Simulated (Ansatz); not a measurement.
# Relaxation of YRh2F2, part 1 of 2

The start is YRh2F2, a known structure type filled with other elements, at an estimated volume. Where does it settle when we relax cell and atoms, and what is it like there?

Program: Ansatz 0.2.0. Level of theory: DFT, r2SCAN, no spin polarisation, plane waves, PAW. These are calculated values, not measurements.

**1. The system as given**

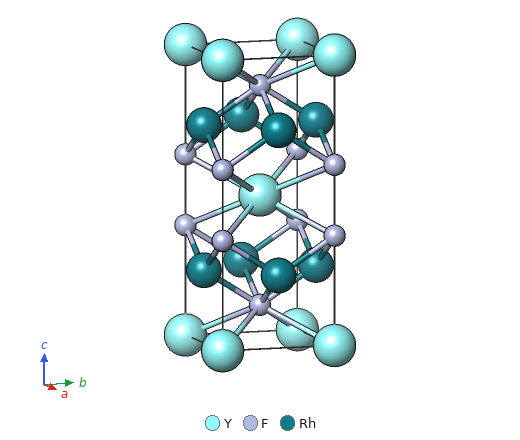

The structure slightly off an axis: yttrium light teal, fluorine light blue, rhodium blue. The cell drawn here is the conventional one.

It takes space group I4/mmm (No. 139, tetragonal). Conventional cell: a = 3.889 Å, b = 3.889 Å, c = 9.674 Å, α = 90.00°, β = 90.00°, γ = 90.00°. Y (site symmetry 4/mmm) has 8 F at 2.99 Å and 8 Rh at 3.10 Å as nearest neighbours. Around F (site symmetry 4mm) lie 4 Rh at 2.31 Å and 1 F at 2.36 Å and 4 Y at 2.99 Å. Around Rh (site symmetry -4m2) lie 4 F at 2.31 Å.

Symmetry-reduced, conventional setting; the input below types the cell that was run:

```cif
data_structure
_symmetry_space_group_name_H-M 'I4/mmm'
_symmetry_Int_Tables_number 139
_cell_length_a 3.8888
_cell_length_b 3.8888
_cell_length_c 9.6741
_cell_angle_alpha 90.000
_cell_angle_beta 90.000
_cell_angle_gamma 90.000
_cell_volume 146.30
loop_
_atom_site_label
_atom_site_type_symbol
_atom_site_symmetry_multiplicity
_atom_site_Wyckoff_symbol
_atom_site_fract_x
_atom_site_fract_y
_atom_site_fract_z
_atom_site_occupancy
Y1 Y 2 a 0.00000 0.00000 0.00000 1
F1 F 4 e 0.50000 0.50000 0.87800 1
Rh1 Rh 4 d 0.50000 0.00000 0.75000 1
```

The first density is read from a saved solution for the starting cell.

**2. The walk to rest**

Contents of input.yaml:

```yaml
crystal:
  lattice:
    - [0.0, 3.888774, 0.0]
    - [3.888774, 0.0, 0.0]
    - [1.944387, 1.944387, -4.837036]
  atoms:
    - { symbol: "Y", position: [0.0, 0.0, 0.0] }
    - { symbol: F, position: [0.378, 0.378, 0.244] }
    - { symbol: F, position: [0.622, 0.622, 0.756] }
    - { symbol: Rh, position: [0.75, 0.25, 0.5] }
    - { symbol: Rh, position: [0.25, 0.75, 0.5] }
  symmetry: { tolerance: 0.0003 }
kpoints:
  mp_grid: { grid: [7, 7, 7], shift: [0, 0, 0] }
magnetization:
  spin_polarized: false
scf:
  occupations: { method: fermi_dirac }
  lower_state_search: "off"
hamiltonian:
  pseudopotentials: { kind: paw }
  xc: r2scan
basis:
  ecutwfc: 500
  fft_grid_basis: typed
relax:
  max_steps: 80
  cell: { p_target: 0.0 }
output:
  forces: true
  stress: true
  eigenvalues: true
  bader: true
  populations: true
  elf: true
  write_potential: true
  volumetric_format: npy
  dos:
    e_range: [-12, 8]
    de: 0.05
    projected: { site_lists: { F: [F], Rh: [Rh], "Y": ["Y"] } }
checkpoint:
  read: saved_state
```

The run is started by

```sh
> ansatz run input.yaml --threads 2 --pin off --max-ram 2560MiB --backend cpu --events-out ev --progress --plain --runs-dir out
```

The log of the run (excerpt; [...] marks lines left out):

```text
Warning: RAYON_NUM_THREADS=2 ignored (pool sized by the plan → 2); use --threads N
[...]
Pseudopotentials: kind: paw
Pseudopotential: Y, paw, valence charge 11, recommended cutoff 500 eV (meta_gga), Y.paw.azcp
Pseudopotential: F, paw, valence charge 7, recommended cutoff 500 eV (meta_gga), F.paw.azcp
Pseudopotential: Rh, paw, valence charge 17, recommended cutoff 500 eV (meta_gga), Rh.paw.azcp
Functional definition: r2SCAN
[...]
Crystal: 5 atoms, lattice volume = 73.148 Å³
Basis set: ecut = 500 eV, 1849 PW (Γ), exchange–correlation on 120×120×180 points (64 copies of the dense FFT grid, shifted against one another)
Bands: 36, of which v1, the nominal top of the filled ones, is band 30 counted from 1 (29 counted from 0)
Symmetry: 16 space group operations
Space group: I4/mmm (ITA 139), of the structure as read, at distance tolerance 1.3e-3 Å
k-points: 40 of 343
[...]
SCF iter   1: F=-18307.603804 eV  HF=-18307.591273 eV  |F-HF|=1.25e-2  |Δ(HF+E_count)|=         —  Δρ=3.59e-3  dr2=1.53e-3  dr2_τ=2.34e-2  ethr=2.32e-6  ⟨swp⟩=3.9  Hψ=9110  notcnv=0
[...]
relax step   1: F+E_penalty+E_count = -18307.60598948 eV  Δ(F+E_penalty+E_count) = +0.000e0 eV  max|allowed force component| = 1.808e0 eV/Å  Δτ_max = 0.0000 Å  P = +3.453 GPa  Ω = 73.148 Å³  (7 SCF iters, dr2 threshold 1.00e-7 eV, accepted)
[...]
relax step   7: F+E_penalty+E_count = -18309.15502574 eV  Δ(F+E_penalty+E_count) = -2.092e-1 eV  max|allowed force component| = 3.632e-1 eV/Å  Δτ_max = 0.0482 Å  P = +1.873 GPa  Ω = 72.484 Å³  energy of the carried Pulay correction = +4.316e-4 eV  (9 SCF iters, dr2 threshold 5.00e-7 eV, accepted)
relax step   8: F+E_penalty+E_count = -18309.27603542 eV  Δ(F+E_penalty+E_count) = -1.210e-1 eV  max|allowed force component| = 7.818e-2 eV/Å  Δτ_max = 0.0199 Å  P = +6.478 GPa  Ω = 71.049 Å³  energy of the carried Pulay correction = +1.386e-3 eV  (8 SCF iters, dr2 threshold 5.00e-7 eV, accepted)
```

**3. The log goes on**

The log, continued:

```text
relax step   9: F+E_penalty+E_count = -18309.32934654 eV  Δ(F+E_penalty+E_count) = -5.331e-2 eV  max|allowed force component| = 3.043e-1 eV/Å  Δτ_max = 0.0291 Å  P = -2.926 GPa  Ω = 75.525 Å³  energy of the carried Pulay correction = -1.492e-3 eV  (9 SCF iters, dr2 threshold 5.00e-7 eV, accepted)
relax step  10: F+E_penalty+E_count = -18309.34894417 eV  Δ(F+E_penalty+E_count) = -1.960e-2 eV  max|allowed force component| = 1.140e-2 eV/Å  Δτ_max = 0.0104 Å  P = +0.132 GPa  Ω = 73.991 Å³  energy of the carried Pulay correction = -5.380e-4 eV  (7 SCF iters, dr2 threshold 5.00e-7 eV, accepted)
relax step  11: F+E_penalty+E_count = -18309.34894035 eV  Δ(F+E_penalty+E_count) = +3.824e-6 eV  max|allowed force component| = 4.763e-4 eV/Å  Δτ_max = 0.0003 Å  P = +0.005 GPa  Ω = 74.051 Å³  energy of the carried Pulay correction = -5.758e-4 eV  (5 SCF iters, dr2 threshold 6.75e-8 eV, accepted)
relax step  12: F+E_penalty+E_count = -18309.56914077 eV  Δ(F+E_penalty+E_count) = -2.202e-1 eV  max|allowed force component| = 1.875e-2 eV/Å  Δτ_max = 0.0000 Å  P = +3.418 GPa  Ω = 74.051 Å³  stress off target by 9.64e0 GPa  SCF on the basis re-selected at this cell (its energy is not comparable with the rows above)  (10 SCF iters)
relax step  13: F+E_penalty+E_count = -18309.71280515 eV  Δ(F+E_penalty+E_count) = -1.437e-1 eV  max|allowed force component| = 1.058e-1 eV/Å  Δτ_max = 0.0165 Å  P = +2.376 GPa  Ω = 75.811 Å³  energy of the carried Pulay correction = -8.815e-4 eV  (8 SCF iters, dr2 threshold 5.00e-7 eV, accepted)
relax step  14: F+E_penalty+E_count = -18309.81640197 eV  Δ(F+E_penalty+E_count) = -1.036e-1 eV  max|allowed force component| = 5.679e-2 eV/Å  Δτ_max = 0.0234 Å  P = +2.131 GPa  Ω = 77.438 Å³  energy of the carried Pulay correction = -1.669e-3 eV  (8 SCF iters, dr2 threshold 5.00e-7 eV, accepted)
relax step  15: F+E_penalty+E_count = -18309.88485737 eV  Δ(F+E_penalty+E_count) = -6.846e-2 eV  max|allowed force component| = 1.453e-2 eV/Å  Δτ_max = 0.0157 Å  P = +1.379 GPa  Ω = 79.396 Å³  energy of the carried Pulay correction = -2.600e-3 eV  (8 SCF iters, dr2 threshold 5.00e-7 eV, accepted)
relax step  16: F+E_penalty+E_count = -18309.92083385 eV  Δ(F+E_penalty+E_count) = -3.598e-2 eV  max|allowed force component| = 2.054e-2 eV/Å  Δτ_max = 0.0164 Å  P = +0.681 GPa  Ω = 81.474 Å³  energy of the carried Pulay correction = -3.558e-3 eV  (8 SCF iters, dr2 threshold 5.00e-7 eV, accepted)
relax step  17: F+E_penalty+E_count = -18309.92772189 eV  Δ(F+E_penalty+E_count) = -6.888e-3 eV  max|allowed force component| = 3.897e-3 eV/Å  Δτ_max = 0.0097 Å  P = -0.223 GPa  Ω = 83.126 Å³  energy of the carried Pulay correction = -4.306e-3 eV  (8 SCF iters, dr2 threshold 5.00e-7 eV, accepted)
relax step  18: F+E_penalty+E_count = -18309.92414379 eV  Δ(F+E_penalty+E_count) = +3.578e-3 eV  max|allowed force component| = 7.619e-2 eV/Å  Δτ_max = 0.0002 Å  P = +1.074 GPa  Ω = 82.738 Å³  energy of the carried Pulay correction = -4.108e-3 eV  (7 SCF iters, dr2 threshold 3.31e-7 eV, rejected (line search))
relax step  19: F+E_penalty+E_count = -18309.92795408 eV  Δ(F+E_penalty+E_count) = -2.322e-4 eV  max|allowed force component| = 2.778e-3 eV/Å  Δτ_max = 0.0008 Å  P = +0.001 GPa  Ω = 83.100 Å³  energy of the carried Pulay correction = -4.290e-3 eV  (11 SCF iters, accepted)
relax step  20: F+E_penalty+E_count = -18309.94080333 eV  Δ(F+E_penalty+E_count) = -1.285e-2 eV  max|allowed force component| = 1.056e-2 eV/Å  Δτ_max = 0.0000 Å  P = +0.236 GPa  Ω = 83.100 Å³  stress off target by 6.47e-1 GPa  SCF on the basis re-selected at this cell (its energy is not comparable with the rows above)  (9 SCF iters)
relax step  21: F+E_penalty+E_count = -18309.94314298 eV  Δ(F+E_penalty+E_count) = -2.340e-3 eV  max|allowed force component| = 1.444e-2 eV/Å  Δτ_max = 0.0064 Å  P = +0.123 GPa  Ω = 83.876 Å³  energy of the carried Pulay correction = -3.053e-4 eV  (7 SCF iters, dr2 threshold 5.00e-7 eV, accepted)
relax step  22: F+E_penalty+E_count = -18309.94336579 eV  Δ(F+E_penalty+E_count) = -2.228e-4 eV  max|allowed force component| = 2.803e-2 eV/Å  Δτ_max = 0.0019 Å  P = -0.015 GPa  Ω = 84.369 Å³  energy of the carried Pulay correction = -4.992e-4 eV  (6 SCF iters, dr2 threshold 2.23e-7 eV, accepted)
relax step  23: F+E_penalty+E_count = -18309.94340543 eV  Δ(F+E_penalty+E_count) = -3.964e-5 eV  max|allowed force component| = 2.844e-4 eV/Å  Δτ_max = 0.0011 Å  P = +0.001 GPa  Ω = 84.383 Å³  energy of the carried Pulay correction = -5.050e-4 eV  (5 SCF iters, dr2 threshold 4.91e-8 eV, accepted)
iter 1 solved again at ethr=9.24e-8 eV; its pass at ethr=3.10e-3 eV (dr2=5.45e-5 eV) is discarded
SCF iter   1: F=-18309.943880 eV  HF=-18309.942833 eV  |F-HF|=1.05e-3  |Δ(HF+E_count)|=         —  Δρ=3.82e-4  dr2=2.55e-6  dr2_τ=1.66e-6  ethr=9.24e-8  ⟨swp⟩=3.8  Hψ=9690  notcnv=0
preconditioner: auto → LDOS  [metal: Δε(μ)=0.017 eV  Ē_g=6.244 eV  σ=0.100 eV  W_gap=0.04  n_scr=22 (ndim 8)  ℏωp=22.5 eV  f_vac=0.018  D(μ)=4.79/eV (n_scr^D=50)  β→1.0]
SCF iter   2: F=-18309.943887 eV  HF=-18309.943887 eV  |F-HF|=2.07e-7  |Δ(HF+E_count)|=   1.05e-3  Δρ=1.71e-5  dr2=2.76e-7  dr2_τ=1.97e-8  ethr=4.32e-9  ⟨swp⟩=2.0  Hψ=2346  notcnv=0
SCF iter   3: F=-18309.943887 eV  HF=-18309.943887 eV  |F-HF|=3.13e-8  |Δ(HF+E_count)|=   2.97e-8  Δρ=1.03e-5  dr2=5.32e-8  dr2_τ=8.41e-9  ethr=4.67e-10  ⟨swp⟩=2.0  Hψ=2258  notcnv=0
SCF iter   4: F=-18309.943887 eV  HF=-18309.943887 eV  |F-HF|=1.56e-9  |Δ(HF+E_count)|=   2.25e-9  Δρ=2.56e-6  dr2=3.17e-9  dr2_τ=5.17e-10  ethr=9.02e-11  ⟨swp⟩=2.0  Hψ=2202  notcnv=0
SCF iter   5: F=-18309.943887 eV  HF=-18309.943887 eV  |F-HF|=8.73e-11  |Δ(HF+E_count)|=  3.64e-12  Δρ=5.50e-7  dr2=3.41e-10  dr2_τ=2.37e-11  ethr=5.38e-12  ⟨swp⟩=2.0  Hψ=2033  notcnv=0
SCF iter   6: F=-18309.943887 eV  HF=-18309.943887 eV  |F-HF|=2.91e-11  |Δ(HF+E_count)|=  3.64e-11  Δρ=2.45e-7  dr2=7.12e-11  dr2_τ=3.30e-12  ethr=1.00e-12  ⟨swp⟩=6.0  Hψ=6975  notcnv=0
SCF iter   7: F=-18309.943887 eV  HF=-18309.943887 eV  |F-HF|=7.28e-12  |Δ(HF+E_count)|=  7.28e-12  Δρ=1.40e-7  dr2=9.17e-12  dr2_τ=1.35e-12  ethr=1.00e-12  ⟨swp⟩=5.3  Hψ=6003  notcnv=0
SCF 24 converged in 7 iterations: F = -18309.943887 eV  dr2 = 9.17e-12
relax step  24: F+E_penalty+E_count = -18309.94388676 eV  Δ(F+E_penalty+E_count) = -4.813e-4 eV  max|allowed force component| = 3.247e-4 eV/Å  Δτ_max = 0.0000 Å  P = -0.005 GPa  Ω = 84.383 Å³  stress off target by 6.00e-3 GPa  SCF on the basis re-selected at this cell (its energy is not comparable with the rows above)  (7 SCF iters)
basis re-selected at this cell: Δ(F+E_penalty+E_count) = -4.813e-4 eV, ΔP = -0.006 GPa vs the last step (what re-selecting the basis moved, of the pressure what is left beyond the Pulay correction that the steps carried, after the strain that the cell walked since its last selection, with what the two solves' SCF thresholds leave and, on support functions, any second-order correction that the steps lacked; it is no measure of the basis error at this ecutwfc). This SCF's stress stands 6.00e-3 GPa from its target on what of the cell is left free (relax.cell.stress_tol is 5.00e-2 GPa) and its largest allowed force component is 3.25e-4 eV/Å (relax.f_tol is 1.00e-2 eV/Å): within both
SCF converged after 7 iterations
Free energy (F): -18309.943887 eV
Harris-Foulkes:  -18309.943887 eV  (|F-HF|=7.28e-12)
Internal energy: -18309.790780 eV  (E = F + TS)
E sigma→0 (E₀):  -18309.867333 eV
Entropy (-TS):   -0.153107 eV (-30.621 meV/atom)
Fermi energy:    12.203907 eV
--- Per-component energies (eV) ---
  E_band       = -669.533755
  E_kinetic    = 1868.037699
  E_local      = -7443.702251  (includes V_loc(G=0)·N_el)
  E_nonlocal   = 914.267716
  E_hartree    = 2871.208495
  E_xc         = -758.097874
  E_vxc        = -1079.894660  (∫ρ·V_xc dr)
  E_paw        = -10458.940551  (= ΣΔE_a)
  E_vpaw       = -742.509728  (= ΣTr[D̂ρ^β])
  E_aug_tail   = 0.003479  (compensation charges beyond the density's cutoff)
  E_vtau       = 71.847013  (kinetic-family band-sum trace: ∫τ·v_τ [+ j·A + Jᵃ·Aᵃ] dr)
  E_ewald      = -5301.610837
  E_core_change = -0.956655  (= ΣΔE_core)
  E_smearing   = -0.153107  (= −TS)
  E_closure    = -0.000000  (closes the sum)
  Σ components = -18309.943887   (vs F -18309.943887, Δ=0.00e0)
--- Forces (eV/Å), atoms counted from 1 ---
  atom   1  Y     -0.00000000    -0.00000000     0.00000000
  atom   2  F      0.00000000     0.00000000    -0.00032474
  atom   3  F      0.00000000     0.00000000     0.00032474
  atom   4  Rh     0.00000000     0.00000000     0.00000000
  atom   5  Rh     0.00000000    -0.00000000    -0.00000000
  max |Σ_I F_I| component: 6.31e-30 eV/Å
--- Stress (GPa, compression-positive) ---
       -0.003771       0.000000       0.000000
        0.000000      -0.003771       0.000000
        0.000000       0.000000      -0.005999
  P = ⅓ Tr σ = -0.0045 GPa (-0.045 kbar)
--- Band table (eV; the first three rows and the last of 40) ---
  k-point 0: bands = ["-68.8062", "-68.3809", "-36.5819", "-36.5819", "-35.4931", "-35.2774", "-35.2774", "-35.1500", "-34.2072", "-14.7086", "-14.5346", "-13.1519", "-13.1519", "-12.9039", "3.9195", "5.0552", "5.2057", "5.2057", "5.4911", "5.4911", "5.5670", "5.8778", "6.7798", "8.7884", "8.7884", "9.1632", "10.5385", "12.1191", "12.4755", "12.4755", "13.1232", "13.3938", "13.7264", "14.4254", "15.8489", "15.8489"]
  k-point 1: bands = ["-68.8062", "-68.3809", "-36.5819", "-36.5819", "-35.4932", "-35.2774", "-35.2774", "-35.1500", "-34.2072", "-14.7084", "-14.5347", "-13.1519", "-13.1519", "-12.9040", "3.9371", "5.0594", "5.2072", "5.2072", "5.4890", "5.4890", "5.5670", "5.8324", "6.7711", "8.7894", "8.7894", "9.2550", "10.5350", "12.1256", "12.4757", "12.4757", "12.7319", "13.4015", "13.7264", "14.9095", "15.8500", "15.8500"]
  k-point 2: bands = ["-68.8062", "-68.3809", "-36.5819", "-36.5819", "-35.4932", "-35.2774", "-35.2774", "-35.1500", "-34.2072", "-14.7082", "-14.5350", "-13.1519", "-13.1519", "-12.9040", "3.9787", "5.0718", "5.2107", "5.2107", "5.4843", "5.4843", "5.5670", "5.7265", "6.7552", "8.7917", "8.7917", "9.4805", "10.5274", "12.1404", "12.1495", "12.4761", "12.4761", "13.4070", "13.7264", "15.7885", "15.8525", "15.8525"]
  k-point 39: bands = ["-68.6007", "-68.5797", "-36.7764", "-36.7159", "-35.3241", "-35.3071", "-35.2167", "-35.1480", "-34.0973", "-14.7614", "-13.8789", "-13.6531", "-13.5227", "-13.4210", "4.2205", "4.6270", "4.6540", "4.7062", "4.7101", "6.7693", "6.8885", "7.2744", "7.5393", "7.8773", "10.1174", "10.8272", "11.1537", "11.4013", "12.6439", "12.9328", "13.3571", "14.7210", "14.8054", "14.9894", "15.1920", "15.3352"]
--- Relaxed structure (21 steps of the walk, 20 accepted, 3 SCFs on fresh bases) ---
  F+E_penalty+E_count = -18309.94388676 eV   max|allowed force component| = 3.247e-4 eV/Å   (the final SCF, on the basis selected at the relaxed cell)
  cell:  # Å, volume = 84.3825 Å³
    - [0.0, 3.311694464200572, 0.0]
    - [3.311694464200572, 0.0, 0.0]
    - [1.655847232100286, 1.655847232100286, -7.693995769152974]
  atoms:
    - { symbol: Y, position: [-7.172671346571784e-20, -7.172671346571838e-20, 1.4345342693143548e-19] }
    - { symbol: F, position: [0.4288913559157693, 0.4288913559157693, 0.1422172881684613] }
    - { symbol: F, position: [0.5711086440842305, 0.5711086440842305, 0.8577827118315391] }
    - { symbol: Rh, position: [0.75, 0.25, 0.5] }
    - { symbol: Rh, position: [0.25, 0.75, 0.5] }
--- Löwdin populations: 5 sites ---
  site symbol       q [e]
     0      Y      9.8208
     1      F      7.5008
     2      F      7.5008
     3     Rh     16.9932
     4     Rh     16.9932
  spilling = 0.003241 (of n_electrons = 59.000000)
--- Bader charges: 5 sites ---
  site symbol  charge [e]  shift [e]
     0      Y      1.9444     0.0000
     1      F     -0.8743     0.0000
     2      F     -0.8743     0.0000
     3     Rh     -0.0978     0.0000
     4     Rh     -0.0978     0.0000
  estimated error of the sums over rays = 3.7e-4 e
```

Wall time 2.2 min (2 threads of an x86-64 CPU, shared host); peak memory 0.64 GiB.

Relaxation path:

```csv
step,energy from step 1 (eV/cell),largest force component (eV/Å),pressure (GPa),volume (Å³)
1,0.0000,1.8076,3.45,73.15
2,-0.2075,0.9219,3.46,71.49
3,-0.4750,0.1725,-0.66,73.57
4,-0.7956,0.0992,1.79,71.81
5,-1.0892,0.2591,3.45,71.01
6,-1.3398,0.2310,2.05,71.93
7,-1.5490,0.3632,1.87,72.48
8,-1.6700,0.0782,6.48,71.05
9,-1.7234,0.3043,-2.93,75.53
10,-1.7430,0.0114,0.13,73.99
11,-1.7430,0.0005,0.00,74.05
12,-1.9632,0.0188,3.42,74.05
13,-2.1068,0.1058,2.38,75.81
14,-2.2104,0.0568,2.13,77.44
15,-2.2789,0.0145,1.38,79.40
16,-2.3148,0.0205,0.68,81.47
17,-2.3217,0.0039,-0.22,83.13
18x,-2.3182,0.0762,1.07,82.74
19,-2.3220,0.0028,0.00,83.10
20,-2.3348,0.0106,0.24,83.10
21,-2.3372,0.0144,0.12,83.88
22,-2.3374,0.0280,-0.02,84.37
23,-2.3374,0.0003,0.00,84.38
24,-2.3379,0.0003,0.00,84.38
```

Step 1 is the start. Steps 12, 20, 24 repeat the geometry before on a plane-wave basis chosen anew for that cell, so the energy can jump there without any move; the table keeps such jumps. 1 step was tried and not accepted (marked x).

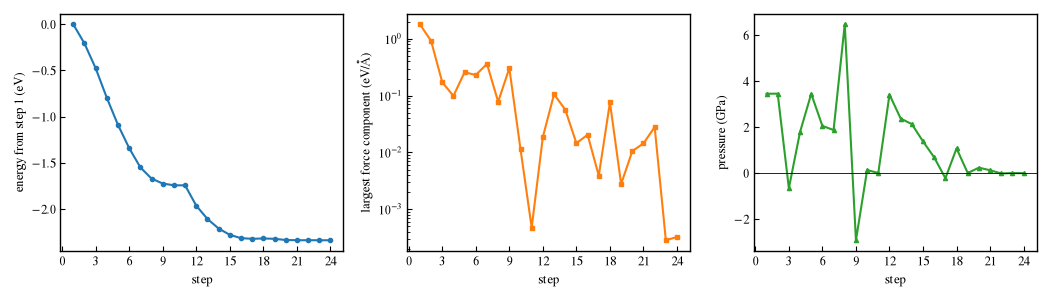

How energy and force, and the pressure, went from step to step.

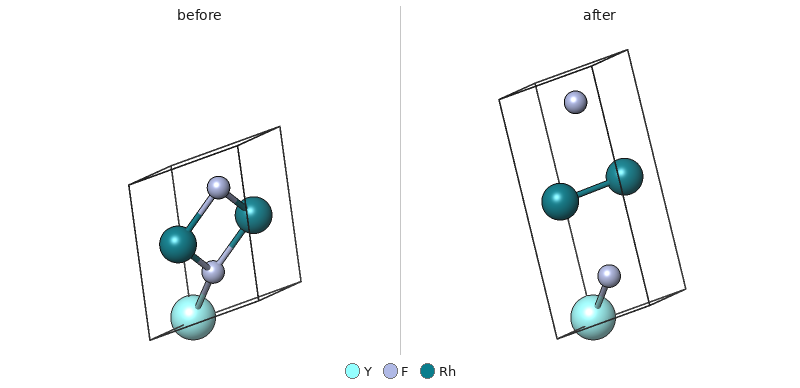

The structure before (left) and after (right), drawn at the same scale. Each atom of the cell is drawn once.

| input's cell | before | after | change |
| --- | --- | --- | --- |
| a (Å) | 3.889 | 3.312 | -14.8 % |
| b (Å) | 3.889 | 3.312 | -14.8 % |
| c (Å) | 5.564 | 8.042 | +44.5 % |
| α (°) | 69.55 | 78.12 | +8.57° |
| β (°) | 69.55 | 78.12 | +8.57° |
| volume (Å³/atom) | 14.63 | 16.88 | +15.4 % |

The largest move, 0.78 Å, apart from the change of the cell, is shared by several atoms, F3 among them.

**4. States by energy**

Counts of states in windows (eV from the Fermi level; tetrahedra), total and projected:

```csv
from,to,total,F p,Rh s,Rh d,Y d
-4.5,-4.0,1.74,0.11,0.08,1.52,0.01
-4.0,-3.5,1.64,0.05,0.09,1.47,0.01
-3.5,-3.0,1.22,0.03,0.01,1.16,0.01
-3.0,-2.5,1.80,0.03,0.09,1.62,0.01
-2.5,-2.0,1.49,0.05,0.20,1.18,0.02
-2.0,-1.5,1.72,0.05,0.24,1.29,0.09
-1.5,-1.0,2.07,0.03,0.12,1.70,0.20
-1.0,-0.5,1.59,0.02,0.06,1.30,0.16
-0.5,0.0,2.00,0.02,0.09,1.70,0.18
0.0,0.5,2.39,0.03,0.21,1.73,0.37
0.5,1.0,1.52,0.04,0.14,0.72,0.51
1.0,1.5,1.56,0.06,0.08,0.22,1.04
1.5,2.0,1.89,0.07,0.16,0.22,1.25
2.0,2.5,1.09,0.06,0.11,0.12,0.69
```

The bands computed are complete only to about 2.9 eV above the Fermi level.

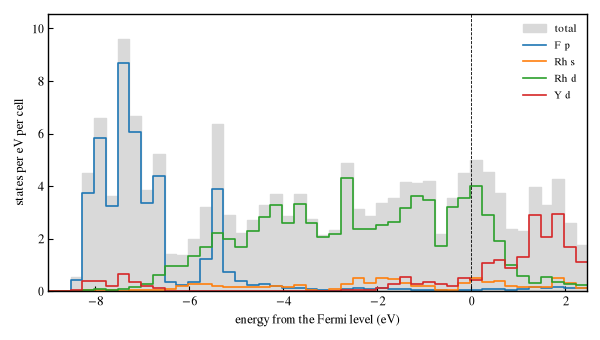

Total and projected density of states, in bins of 0.25 eV.

**5. Atomic charges**

Gathered by element (positive charge: electrons given up): Löwdin charges also hold the electrons that the projection spills.

```csv
element,atoms,Bader charge (e),Bader volume (Å³),Löwdin charge (e)
Y,1,+1.94,16.7,+1.18
F,2,-0.87,13.6,-0.50
Rh,2,-0.10,20.3,+0.01
```

The Löwdin projection spills 0.3 % of the electrons and depends on the orbitals chosen; where it disagrees with Bader's partition, neither is an observable.

(Continued in part 2 of 2.)
